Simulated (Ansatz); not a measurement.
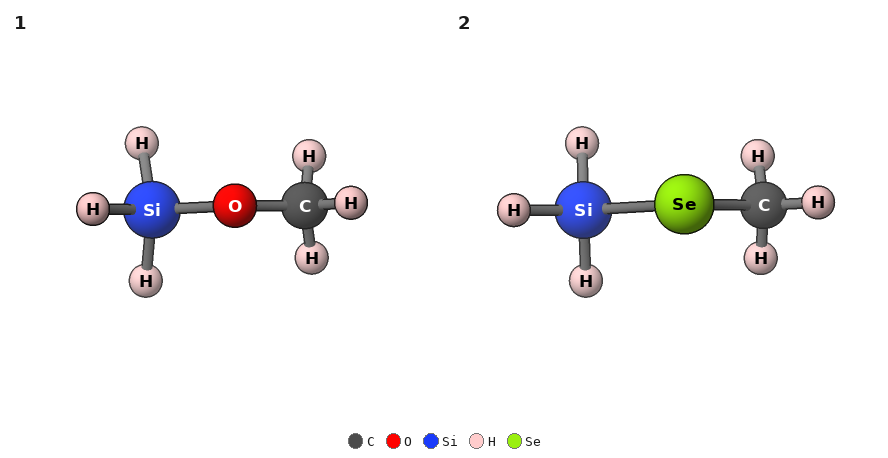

2 molecules with one skeleton, seen from the same side and at one scale. Charge 0, singlet. Computed geometries: PBE0-D4/def2-TZVP optimisations, one conformation each. Properties computed with Ansatz 0.2.0.

One atom differs, called X below: O in panel 1, Se in panel 2. Their formulas are CH6OSi (`CO[SiH3]`), CH6SeSi (`C[Se][SiH3]`).

In which is the HOMO–LUMO gap larger (ωB97M-V/def2-QZVPP)?

In panel 1 (X = O).

In which is the angle C–X–Si larger (PBE0-D4/def2-TZVP)?

In panel 1 (X = O).

Give the values. With PBE0-D4/def2-TZVP: length of X–C (Å), length of X–Si (Å), angle C–X–Si (°), harmonic zero-point energy (kJ/mol). With ωB97M-V/def2-QZVPP: HOMO energy (Kohn–Sham orbital) (eV), HOMO–LUMO gap (eV). With B3LYP-D4/def2-TZVPP: dipole moment (D).

```csv
quantity,1 (O),2 (Se),2 − 1
length of X–C (Å),1.408,1.958,+0.550
length of X–Si (Å),1.642,2.266,+0.624
angle C–X–Si (°),122.4,96.6,−25.8
HOMO energy (Kohn–Sham orbital) (eV),−10.58,−8.78,+1.80
HOMO–LUMO gap (eV),12.11,10.08,−2.03
dipole moment (D),1.10,1.32,+0.22
harmonic zero-point energy (kJ/mol),176.1,164.8,−11.3
```
